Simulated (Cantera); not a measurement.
Input: 1 mol HMDSO, a varied amount of NO, held at 675 K and 27.0 Pa.

Cantera equilibrium calculation (NASA polynomials, part measured and part estimated; ideal gas, pure solids and liquids). Candidate condensed phases: C, C6H6, C7H8, C8H18, H2O, Si, SiC, SiO2, Si2N2O, Si3N4; 151 gas species. The feed counts by its element totals alone. Rates play no part.

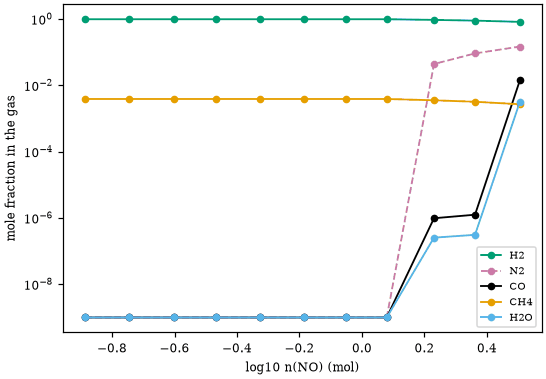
Figure: Equilibrium gas composition (values under 1e-9 drawn at 1e-9)

From 0.13 mol NO to 0.89 mol NO the condensed part is C(graphite) + SiC(s) + SiO2(α-quartz) + Si2N2O(s). From 1.2 mol NO to 2.3 mol NO the condensed part is C(graphite) + SiO2(α-quartz) + Si2N2O(s). At 3.2 mol NO the condensed part is C(graphite) + SiO2(α-quartz).
